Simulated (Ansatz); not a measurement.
Input file:

```
crystal:
  periodic: [false, false, false]
  atoms:
    - symbol: F
      position_ang: [-0.040103, -2.379025, -0.190507]
    - symbol: F
      position_ang: [-1.341497, -0.403833, -1.183615]
    - symbol: F
      position_ang: [-2.617780, -2.445332, -0.259111]
    - symbol: Ge
      position_ang: [-0.548932, 0.289722, 2.523585]
    - symbol: O
      position_ang: [-1.443930, -0.820793, 1.435664]
    - symbol: Si
      position_ang: [-1.360866, -1.495341, -0.015800]
    - symbol: H
      position_ang: [-0.437640, 1.641790, 1.805388]
    - symbol: H
      position_ang: [0.827787, -0.336890, 2.784882]
    - symbol: H
      position_ang: [-1.405656, 0.368737, 3.789930]
basis:
  gaussian:
    orbitals: def2-SVPD
output:
  forces: true
  orbitals: {seedname: orbitals}
hamiltonian:
  xc: pbe0
```

Launched as:

```sh
ansatz run input.yaml --threads 2 --pin off --max-ram 5220MiB --events-out events.jsonl --progress --plain --runs-dir runs
```

Geometry: PBE0-D4/def2-SVP.

Theory: Ansatz 0.2.0, isolated molecule in a Gaussian basis; Kohn-Sham density functional theory, functional PBE0.

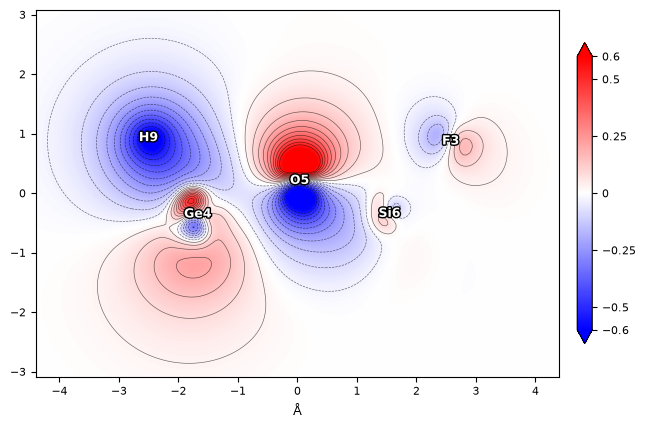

F₃GeH₃OSi (SMILES F[Si](F)(F)[O][GeH3]). The HOMO−1 on the plane of atoms Ge4, O5 and Si6 (values in Å⁻³ᐟ²; the overall sign is arbitrary).

**Where does this orbital lie, and at what energy?**

Its weight (Hirshfeld) is mainly on O5 (about 30 %), Ge4 (about 25 %), H9 (about 20 %), H7 (about 10 %) and H8 (about 10 %). Its energy is −9.85 eV.
